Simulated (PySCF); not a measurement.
**CH₉ClSi₄: a tour of settings**

Which settings matter for CH₉ClSi₄ (`C[Si@@H]1[SiH2][SiH2][Si@@H]1Cl`)?

The runs use PySCF 2.14.0, with density-fitted response routines of our own; the level of theory stands in each step. All values are computed, except where a source is named. Atoms count from 0, in the outputs and in this text.

## (1) Starting geometry

15 atoms, charge 0, multiplicity 1; geometry from: GFN2-xTB.

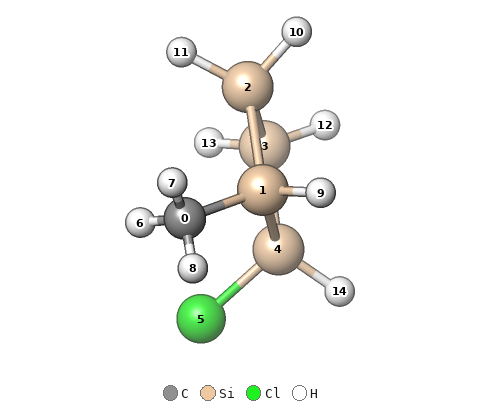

As it starts; carbon grey, silicon light orange, chlorine green, hydrogen white, atoms numbered; sticks join atoms by distance.

## (2) Nuclear shieldings: LC-wPBE/pcSseg-1

Job settings and geometry (Å):

```
{"job": {"kind": "nmr", "xc": "LC-wPBE", "basis": "pcSseg-1", "pop": true, "scf": {"guess": "vsap"}}, "charge": 0, "multiplicity": 1}
C     -1.664522    -1.683926    -0.618523
Si    -0.666504    -0.676755     0.655115
Si    -0.730228     1.671043     0.331639
Si     1.600093     1.705600    -0.038352
Si     1.675809    -0.638522     0.256000
Cl     2.195527    -1.640382    -1.469033
H     -1.347689    -1.437922    -1.628200
H     -2.730666    -1.485216    -0.551373
H     -1.520391    -2.752530    -0.484199
H     -1.091477    -1.189241     1.972671
H     -1.209078     2.469284     1.468599
H     -1.573150     2.158579    -0.769941
H      2.381064     2.468688     0.945345
H      2.062776     2.253118    -1.319436
H      2.614023    -1.213829     1.227775
```

Level: GIAO LC-wPBE/pcSseg-1 NMR shielding, non-relativistic, gas phase.

Started as:

```console
$ OMP_NUM_THREADS=1 python probes_run.py task.json out
```

This one command runs all jobs of the session in turn.

Output:

```text
final grid: 119008 points
cycle   1  E = -1660.6996971229  dE = -6.196e-01  |g| = 1.250e+00  |ddm| = 4.048e+00
cycle   2  E = -1660.9250236863  dE = -2.253e-01  |g| = 9.844e-01  |ddm| = 2.514e+00
cycle   3  E = -1661.1596604817  dE = -2.346e-01  |g| = 5.521e-02  |ddm| = 9.123e-01
cycle   4  E = -1661.1607929562  dE = -1.132e-03  |g| = 2.653e-02  |ddm| = 1.227e-01
cycle   5  E = -1661.1610004097  dE = -2.075e-04  |g| = 5.038e-03  |ddm| = 4.258e-02
cycle   6  E = -1661.1610149115  dE = -1.450e-05  |g| = 1.855e-03  |ddm| = 1.480e-02
cycle   7  E = -1661.1610162939  dE = -1.382e-06  |g| = 4.390e-04  |ddm| = 4.204e-03
cycle   8  E = -1661.1610164208  dE = -1.270e-07  |g| = 1.109e-04  |ddm| = 1.648e-03
cycle   9  E = -1661.1610164414  dE = -2.058e-08  |g| = 2.746e-05  |ddm| = 4.772e-04
cycle  10  E = -1661.1610164422  dE = -7.881e-10  |g| = 8.960e-06  |ddm| = 1.237e-04
converged SCF energy = -1661.1610164422

GIAO shielding tensors (ppm)
atom      isotropic    diamagn.    paramagn.     s11        s22        s33       span
  0 C      199.331     252.526     -53.195    189.992    200.528    207.473     17.481
  1 Si     397.955     880.432    -482.477    334.854    411.671    447.340    112.486
  2 Si     458.743     880.451    -421.708    425.130    442.177    508.923     83.793
  3 Si     443.358     880.160    -436.802    392.382    430.250    507.441    115.059
  4 Si     345.320     878.240    -532.920    267.546    376.798    391.617    124.071
  5 Cl    1063.356    1149.052     -85.696    972.377   1097.657   1120.033    147.656
  6 H       31.194      31.752      -0.558     26.398     29.980     37.203     10.805
  7 H       31.393      29.554       1.839     26.086     28.228     39.865     13.779
  8 H       31.371      29.422       1.949     26.244     28.169     39.700     13.456
  9 H       27.136      29.997      -2.861     24.119     25.037     32.251      8.132
 10 H       28.009      29.248      -1.239     24.587     25.292     34.148      9.561
 11 H       27.948      29.456      -1.509     24.570     25.499     33.776      9.206
 12 H       27.801      28.988      -1.187     24.260     25.419     33.725      9.465
 13 H       27.686      28.906      -1.220     24.124     25.465     33.471      9.347
 14 H       25.839      28.699      -2.860     21.945     24.613     30.958      9.012
```

Run time: 42 s. Hardware: 1 thread of Intel Xeon Platinum 8488C, shared host; peak memory 0.88 GiB.

Shifts follow as δ = σ(reference) − σ, with reference shieldings (ppm) from runs at the same level and on the same kind of geometry: ¹H TMS 31.78, ¹³C TMS 191.0, ²⁹Si TMS 356.7. The references are single molecules in the gas phase. Atoms listed in one row are averaged.

| atoms | environment | σ (ppm) | δ (ppm) |
| --- | --- | --- | --- |
| C0 | methyl carbon bonded to Si | 199.3 | -8.3 |
| H14 | hydrogen on a silicon bonded to Cl, 2 Si, in a 4-membered ring | 25.84 | 5.94 |
| H9 | hydrogen on a silicon bonded to C, 2 Si, in a 4-membered ring | 27.14 | 4.64 |
| H13 | hydrogen on a silicon bonded to 2 Si, in a 4-membered ring | 27.69 | 4.09 |
| H12 | hydrogen on a silicon bonded to 2 Si, in a 4-membered ring | 27.80 | 3.98 |
| H11 | hydrogen on a silicon bonded to 2 Si, in a 4-membered ring | 27.95 | 3.83 |
| H10 | hydrogen on a silicon bonded to 2 Si, in a 4-membered ring | 28.01 | 3.77 |
| H6, H7, H8 | hydrogen on a methyl carbon bonded to Si | 31.32 | 0.46 |
| Si4 | silicon bonded to Cl, 2 Si, H, in a 4-membered ring | 345.3 | 11.4 |
| Si1 | silicon bonded to C, 2 Si, H, in a 4-membered ring | 398.0 | -41.2 |
| Si3 | silicon bonded to 2 Si, 2 H, in a 4-membered ring | 443.4 | -86.6 |
| Si2 | silicon bonded to 2 Si, 2 H, in a 4-membered ring | 458.7 | -102.0 |
| Cl5 | chlorine bonded to Si | 1063 | – |

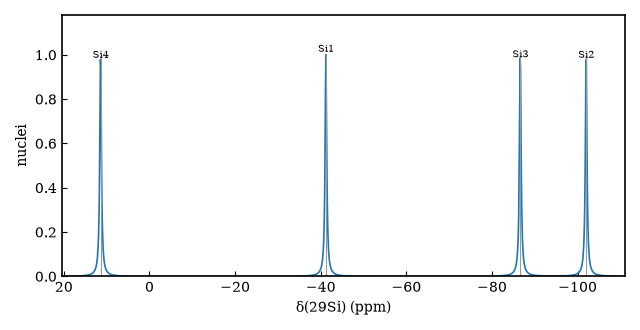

²⁹Si lines at the computed shifts, without couplings. Lines are broadened to a width of 0.45 ppm (Lorentzian).

The run also stored atomic charges by several schemes (e):

| atoms | Mulliken | IAO | Hirshfeld | ESP fit |
| --- | --- | --- | --- | --- |
| C0 | -0.57 | -0.69 | -0.21 | -0.55 |
| Si1 | 0.14 | 0.35 | 0.20 | 0.40 |
| Si2 | 0.09 | 0.16 | 0.14 | -0.03 |
| Si3 | 0.09 | 0.16 | 0.15 | 0.21 |
| Si4 | 0.27 | 0.38 | 0.19 | 0.07 |
| Cl5 | -0.33 | -0.33 | -0.16 | -0.19 |

ESP fit charges:

C0 -0.55; Si1 0.40; Si2 -0.03; Si3 0.21; Si4 0.07; Cl5 -0.19; H6 0.13; H7 0.15; H8 0.15; H9 -0.12; H10 -0.04; H11 -0.02; H12 -0.07; H13 -0.06; H14 -0.01

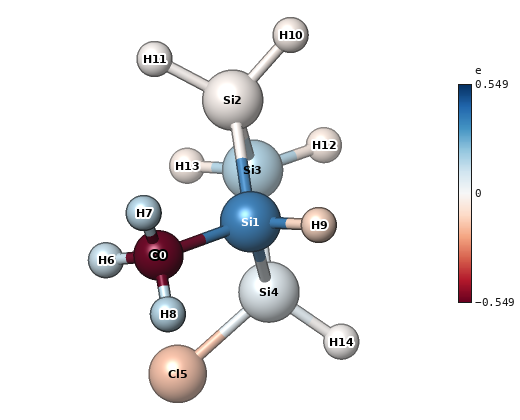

ESP fit charges, as colours on the atoms.

Mayer bond orders: C0–Si1 0.95, Si1–Si2 0.88, Si2–Si3 0.89, Si3–Si4 0.86, Si4–Cl5 0.91, Si4–Si1 0.83.

Ring of atoms Si1, Si2, Si3, Si4: NICS(0) 3.2, NICS(1) -0.4, NICS(1)zz 6.3 ppm (means of both faces).

## (3) TDDFT and polarisability: B3LYP/6-31++G**

The job, as its differences from that of step 2:

```diff
@@ -1,2 +1,2 @@
-{"job": {"kind": "nmr", "xc": "LC-wPBE", "basis": "pcSseg-1", "pop": true, "scf": {"guess": "vsap"}}, "charge": 0, "multiplicity": 1}
+{"job": {"kind": "uv", "xc": "B3LYP", "basis": "6-31++G**", "nstates": 6, "ntriplets": 2, "tda": false, "scf": {"conv": 0.01, "max_cycle": 88}}, "charge": 0, "multiplicity": 1}
 C     -1.664522    -1.683926    -0.618523
```

Method: TDDFT B3LYP/6-31++G**, vertical, gas phase, core orbitals frozen in the response.

Output:

```text
final grid: 119008 points
cycle   1  E = -1661.7035436451  dE =  1.980e-01  |g| = 4.074e-01  |ddm| = 5.090e+00
cycle   2  E = -1661.6655078169  dE =  3.804e-02  |g| = 5.327e-01  |ddm| = 3.690e+00
cycle   3  E = -1661.7513580759  dE = -8.585e-02  |g| = 3.598e-02  |ddm| = 2.725e+00
cycle   4  E = -1661.7518161896  dE = -4.581e-04  |g| = 1.420e-02  |ddm| = 3.980e-01
converged SCF energy = -1661.7518161896

Static polarisability (au): isotropic 136.005, principal 110.107 147.456 150.451

Singlet excitations
state   eV       nm        f      main configurations
  1   4.1096    301.7   0.00044   H->L 0.99
  2   4.8317    256.6   0.00147   H-1->L 0.99
  3   4.8867    253.7   0.00299   H-2->L 0.98
  4   5.7673    215.0   0.10549   H->L+1 0.61, H->L+2 0.18
  5   5.8152    213.2   0.15542   H->L+2 0.67, H->L+1 0.24
  6   5.9533    208.3   0.01821   H->L+3 0.39, H-1->L+2 0.21, H-1->L+1 0.13

Triplet excitations (Tamm-Dancoff, eV): 3.8355 4.3662
```

It took 20 s on 1 thread of Intel Xeon Platinum 8488C, shared host; peak memory 0.74 GiB.

The run ended normally, but its values are not to be used for the molecule: the SCF threshold of 0.01 Eh is far too loose. Its HOMO lies at -7.16 eV, against -9.85 eV in step 2 (LC-wPBE/pcSseg-1), a different level, so the two don't compare directly.

## (4) Nuclear shieldings: PBE0/IGLO-II

The job, as its differences from that of step 3:

```diff
@@ -1,2 +1,2 @@
-{"job": {"kind": "uv", "xc": "B3LYP", "basis": "6-31++G**", "nstates": 6, "ntriplets": 2, "tda": false, "scf": {"conv": 0.01, "max_cycle": 88}}, "charge": 0, "multiplicity": 1}
+{"job": {"kind": "nmr", "xc": "PBE0", "basis": "IGLO-II", "pop": false, "scf": {"guess": "sap"}}, "charge": 0, "multiplicity": 1}
 C     -1.664522    -1.683926    -0.618523
```

Method: GIAO PBE0/IGLO-II NMR shielding, non-relativistic, gas phase.

Output:

```text
final grid: 119008 points
cycle   1  E = -1613.3812204367  dE =  4.374e+01  |g| = 1.008e+01  |ddm| = 1.293e+01
cycle   2  E = -1456.8330071192  dE =  1.565e+02  |g| = 1.605e+01  |ddm| = 2.083e+01
cycle   3  E = -1619.9938658917  dE = -1.632e+02  |g| = 9.260e+00  |ddm| = 1.934e+01
cycle   4  E = -1630.6921247300  dE = -1.070e+01  |g| = 7.850e+00  |ddm| = 2.069e+01
cycle   5  E = -1650.8047121528  dE = -2.011e+01  |g| = 3.842e+00  |ddm| = 2.373e+01
cycle   6  E = -1624.8433088842  dE =  2.596e+01  |g| = 8.572e+00  |ddm| = 2.535e+01
cycle   7  E = -1642.5562777133  dE = -1.771e+01  |g| = 6.098e+00  |ddm| = 1.492e+01
cycle   8  E = -1643.4168538251  dE = -8.606e-01  |g| = 5.937e+00  |ddm| = 4.217e+00
cycle   9  E = -1648.9485216229  dE = -5.532e+00  |g| = 5.016e+00  |ddm| = 5.163e+00
cycle  10  E = -1655.2630422997  dE = -6.315e+00  |g| = 3.399e+00  |ddm| = 8.049e+00
cycle  11  E = -1660.1468955046  dE = -4.884e+00  |g| = 1.496e+00  |ddm| = 9.349e+00
cycle  12  E = -1660.5874134773  dE = -4.405e-01  |g| = 9.198e-01  |ddm| = 2.908e+00
cycle  13  E = -1660.9235915073  dE = -3.362e-01  |g| = 3.543e-01  |ddm| = 1.565e+00
cycle  14  E = -1660.9653919583  dE = -4.180e-02  |g| = 1.931e-01  |ddm| = 7.719e-01
cycle  15  E = -1660.9759098414  dE = -1.052e-02  |g| = 5.361e-02  |ddm| = 2.466e-01
cycle  16  E = -1660.9767780960  dE = -8.683e-04  |g| = 9.484e-03  |ddm| = 6.943e-02
cycle  17  E = -1660.9768015610  dE = -2.347e-05  |g| = 2.440e-03  |ddm| = 1.274e-02
cycle  18  E = -1660.9768028914  dE = -1.330e-06  |g| = 8.432e-04  |ddm| = 3.565e-03
cycle  19  E = -1660.9768030594  dE = -1.680e-07  |g| = 1.400e-04  |ddm| = 1.251e-03
cycle  20  E = -1660.9768030644  dE = -5.049e-09  |g| = 5.370e-05  |ddm| = 2.159e-04
cycle  21  E = -1660.9768030653  dE = -8.640e-10  |g| = 9.548e-06  |ddm| = 7.557e-05
converged SCF energy = -1660.9768030653

GIAO shielding tensors (ppm)
atom      isotropic    diamagn.    paramagn.     s11        s22        s33       span
  0 C      195.647     245.590     -49.943    186.346    196.931    203.663     17.317
  1 Si     388.820     880.195    -491.376    322.379    402.877    441.203    118.824
  2 Si     453.947     881.368    -427.421    418.942    438.074    504.827     85.885
  3 Si     437.886     880.911    -443.025    379.792    428.346    505.520    125.728
  4 Si     342.582     878.760    -536.178    269.571    376.856    381.319    111.749
  5 Cl    1026.925    1148.937    -122.012    933.479   1062.069   1085.227    151.748
  6 H       31.476      30.662       0.814     27.152     30.382     36.894      9.742
  7 H       31.740      29.469       2.271     26.822     28.854     39.545     12.723
  8 H       31.718      29.387       2.331     26.941     28.738     39.475     12.534
  9 H       26.818      30.226      -3.408     24.117     25.065     31.272      7.155
 10 H       27.774      29.688      -1.913     24.721     25.281     33.321      8.600
 11 H       27.756      29.970      -2.215     24.709     25.520     33.039      8.330
 12 H       27.493      29.294      -1.800     24.260     25.422     32.798      8.538
 13 H       27.443      29.400      -1.957     24.142     25.521     32.667      8.526
 14 H       25.344      28.741      -3.396     21.541     24.288     30.204      8.664
```

Wall time 53 s (1 thread of Intel Xeon Platinum 8488C, shared host); peak memory 1 GiB.

In short: δ C0 -6.6, Si4 8.3, Si1 -37.9, Si3 -87.0, H14 6.76, H9 5.28 ppm.

## (5) TDDFT and polarisability: HSE06/def2-SVPD

The job, as its differences from that of step 4:

```diff
@@ -1,2 +1,2 @@
-{"job": {"kind": "nmr", "xc": "PBE0", "basis": "IGLO-II", "pop": false, "scf": {"guess": "sap"}}, "charge": 0, "multiplicity": 1}
+{"job": {"kind": "uv", "xc": "HSE06", "basis": "def2-SVPD", "nstates": 3, "ntriplets": 5, "tda": false, "grid": 4}, "charge": 0, "multiplicity": 1}
 C     -1.664522    -1.683926    -0.618523
```

With the program's defaults for keys left out, this is: TDDFT HSE06/def2-SVPD, vertical, gas phase, core orbitals frozen in the response.

Output:

```text
coarse grid: 14792 points
cycle   1  E = -1660.3678692583  dE =  1.511e-01  |g| = 3.608e-01  |ddm| = 4.898e+00
cycle   2  E = -1660.3378004633  dE =  3.007e-02  |g| = 4.698e-01  |ddm| = 1.127e+00
cycle   3  E = -1660.4037010701  dE = -6.590e-02  |g| = 4.407e-02  |ddm| = 6.830e-01
cycle   4  E = -1660.4043798270  dE = -6.788e-04  |g| = 1.874e-02  |ddm| = 1.287e-01
cycle   5  E = -1660.4045246902  dE = -1.449e-04  |g| = 3.316e-03  |ddm| = 4.935e-02
cycle   6  E = -1660.4045251440  dE = -4.538e-07  |g| = 1.247e-03  |ddm| = 8.322e-03
final grid: 314344 points
cycle   7  E = -1660.6128289451  dE = -2.234e-05  |g| = 5.458e-03  |ddm| = 7.840e-02
cycle   8  E = -1660.6128232931  dE =  5.652e-06  |g| = 6.849e-03  |ddm| = 1.854e-02
cycle   9  E = -1660.6128367908  dE = -1.350e-05  |g| = 4.679e-04  |ddm| = 1.044e-02
cycle  10  E = -1660.6128368421  dE = -5.129e-08  |g| = 1.595e-04  |ddm| = 1.212e-03
cycle  11  E = -1660.6128368509  dE = -8.850e-09  |g| = 2.361e-05  |ddm| = 4.007e-04
cycle  12  E = -1660.6128368512  dE = -2.146e-10  |g| = 5.993e-06  |ddm| = 6.516e-05
converged SCF energy = -1660.6128368512

Static polarisability (au): isotropic 143.520, principal 116.496 155.574 158.490

Singlet excitations
state   eV       nm        f      main configurations
  1   4.0250    308.0   0.00036   H->L 0.99
  2   4.7084    263.3   0.00081   H-1->L 0.99
  3   4.7616    260.4   0.00211   H-2->L 0.99

Triplet excitations (Tamm-Dancoff, eV): 3.6977 4.1791 4.2488 5.1367 5.1774
```

Wall time 65 s (1 thread of Intel Xeon Platinum 8488C, shared host); peak memory 1.1 GiB.

The orbitals next to the gap, with their largest atomic shares:

```
orbital     eV                         atoms
 HOMO−3  -8.84    C0 23 %, Si1 21 %, H9 13 %
 HOMO−2  -7.53  Si2 19 %, Si4 17 %, Si3 17 %
 HOMO−1  -7.46  Si1 22 %, Si2 21 %, Si3 18 %
   HOMO  -6.95  Si4 23 %, Si1 20 %, Si3 17 %
   LUMO  -2.31  Si4 21 %, Si3 18 %, Si1 16 %
 LUMO+1  -0.83  Si3 22 %, Si2 17 %, Si1 16 %
 LUMO+2  -0.80  Si2 21 %, Si3 17 %, Si1 15 %
```

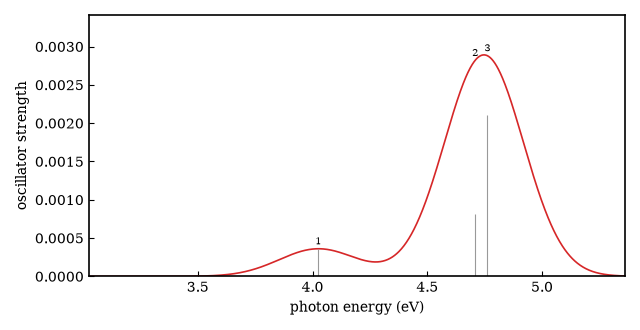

Absorption spectrum from the 3 singlet states computed; above the last one it falls off for lack of states. Lines are broadened to a width of 0.40 eV (Gaussian).

Ground-state properties from the same run:

```csv
property,computed
dipole moment (D),1.44
polarisability (Å³),21.27
HOMO–LUMO gap (eV),4.64
−ε(HOMO) (eV),6.95
```

(Part 1 of 2 ends here.)
